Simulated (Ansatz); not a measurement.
SiH3OF: several calculations on one system

Part 1: Relaxation

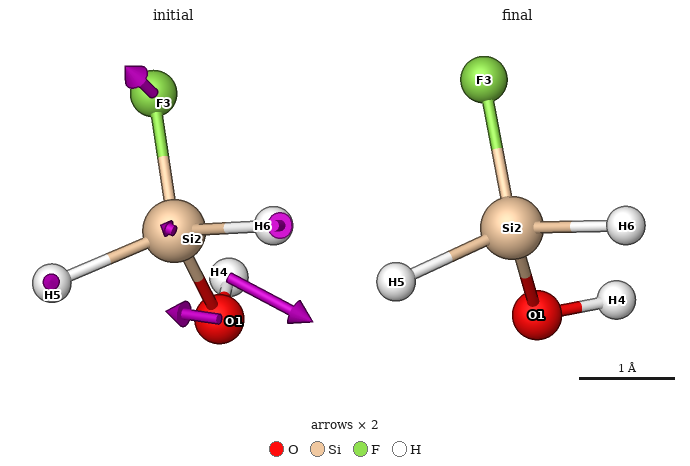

The structure of SiH3OF (coarse preliminary run) before (left) and after (right) a relaxation, at one scale. The purple arrows give the displacements, 2 times their true length.

The picture is a ball-and-stick view, seen from a free direction.

All numbers below come from Ansatz 0.2.0, RKS PBE-D4/def2-SVP. Set-up: force threshold 0.03 eV/Å; at most 250 steps.

Q: Summarise the run.

A: The largest move after the best rigid fit is that of H4, 0.53 Å. Largest moves by element: H 0.53 Å, O 0.34 Å, F 0.30 Å, Si 0.09 Å. Near-neighbour distances that change, for instance: O1–Si2 1.606 → 1.665 Å, O1–H4 0.915 → 0.973 Å, Si2–F3 1.597 → 1.637 Å. Among the angles between lasting bonds that change: O1–Si2–F3 104.9° → 110.8°, F3–Si2–H6 110.4° → 105.9°, F3–Si2–H5 110.9° → 108.6°. Groups turn about O1–Si2 by about 70°. The optimiser took 9 steps. The run took of the order of 18 core-seconds on a shared host.

Part 2: Relaxation

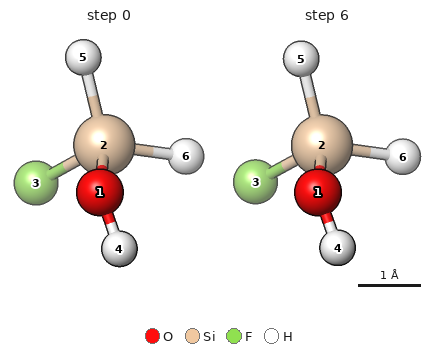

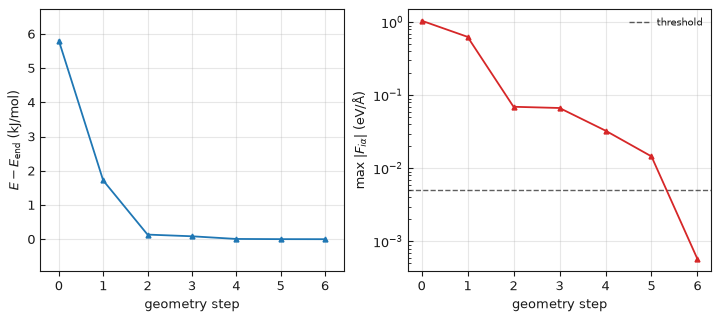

First and last geometry of a relaxation of SiH$_{3}$OF, with the history of the run. A ball-and-stick model, seen from a free direction.

Level of theory: Ansatz, RKS PBE0-D4/def2-TZVP. Set-up: force threshold 0.005 eV/Å; at most 200 steps.

What do the curves and the structures tell?

It converged. Over 6 geometry steps the energy falls by 5.80 kJ/mol. Largest force component: 1.1 eV/Å at the start, 0.00057 eV/Å at the end. The atom that moves furthest after the best rigid fit is F3 (0.037 Å). Largest moves by element: F 0.037 Å, O 0.037 Å, H 0.024 Å, Si 0.007 Å. Near-neighbour distances that change, for instance: Si2–F3 1.637 → 1.596 Å, O1–Si2 1.665 → 1.630 Å, Si2–H6 1.501 → 1.482 Å, Si2–H5 1.492 → 1.474 Å. Among the angles between lasting bonds that change: Si2–O1–H4 116.4° → 119.1°.

| step | E − E(0), kJ/mol | largest force component, eV/Å |
| --- | --- | --- |
| 0 | 0.00 | 1.0520 |
| 1 | -4.09 | 0.6319 |
| 2 | -5.67 | 0.0698 |
| 3 | -5.72 | 0.0671 |
| 4 | -5.80 | 0.0329 |
| 5 | -5.80 | 0.0146 |
| 6 | -5.80 | 0.0006 |

Part 3: Scan

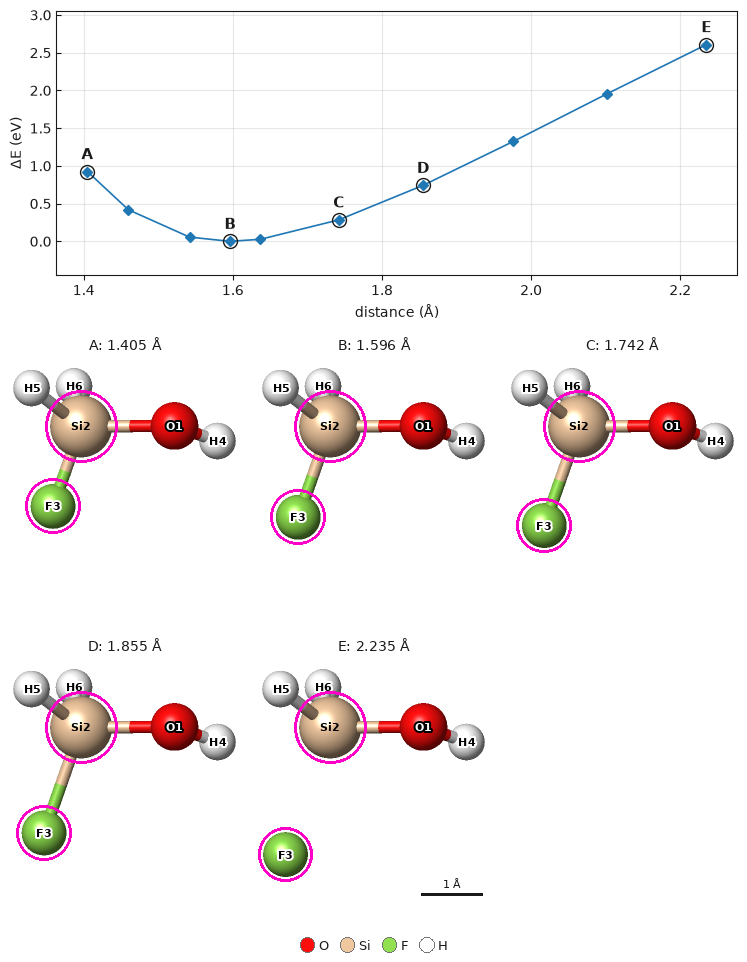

SiH₃OF: the Si2–F3 distance is varied, with the rest of the molecule carried along rigidly. The lettered frames are marked on the plot. The picture is a ball-and-stick view, seen from a free direction. The ringed atoms are those of the scanned coordinate.

Computed with Ansatz: CCSD(T), basis def2-TZVPP, on geometries moved rigidly from the minimum at PBE0-D4/def2-TZVP. Coupled cluster with a frozen core. Energies are counted from the PBE0-D4/def2-TZVP minimum geometry at the same level.

**Describe the profile.**

The lowest computed point lies at the distance 1.596 Å (0.000 eV). The end points stand at 0.925 eV (1.405 Å) and 2.607 eV (2.235 Å). The curvature at the lowest point is about 36 eV/Å² (5.8 mdyn/Å). The well is steeper on the short side, as for any bond.

Part 4: Scan

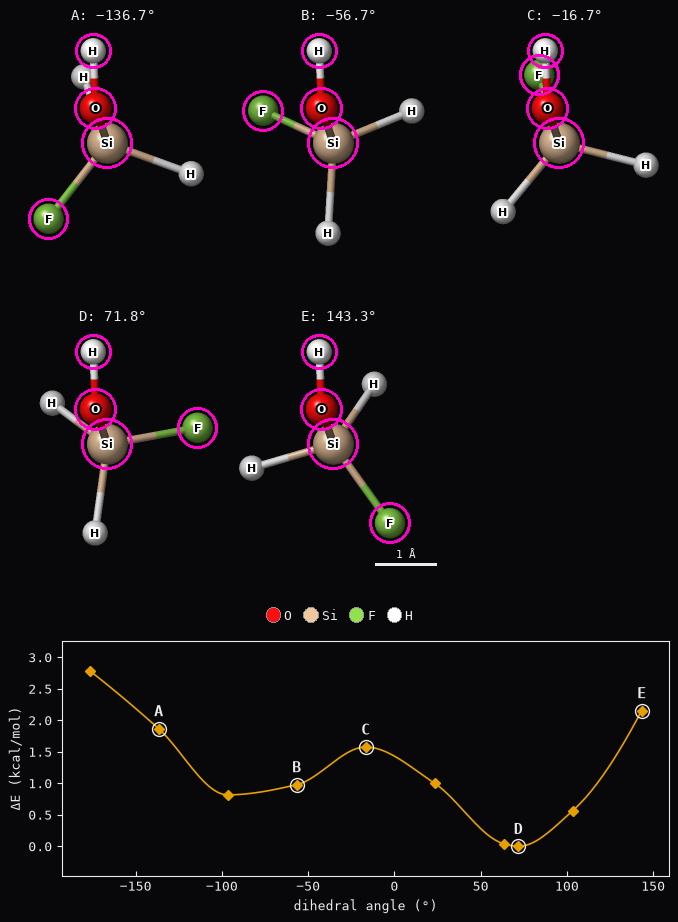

Energy scan for SiH3OF, in which one H–O–Si–F dihedral angle is varied, with the rest of the molecule carried along rigidly. The lettered frames are marked on the plot. A ball-and-stick model, seen almost along the central bond, with a slight tilt. The ringed atoms are those of the scanned coordinate.

Computed with Ansatz: wB97M-V, basis def2-TZVPP, on geometries moved rigidly from the minimum at PBE0-D4/def2-TZVP. Energies are counted from the PBE0-D4/def2-TZVP minimum geometry at the same level.

**What does the scan show?**

Of the computed points the lowest is at the dihedral 71.8°, 0.00 kcal/mol. Further local minima among the points: −96.7° (0.82 kcal/mol). A local maximum lies at −16.7° (1.58 kcal/mol). The highest point, at −176.7°, lies 2.79 kcal/mol above the lowest and gives an upper estimate of the barrier to rotation, since the rotor is rigid.
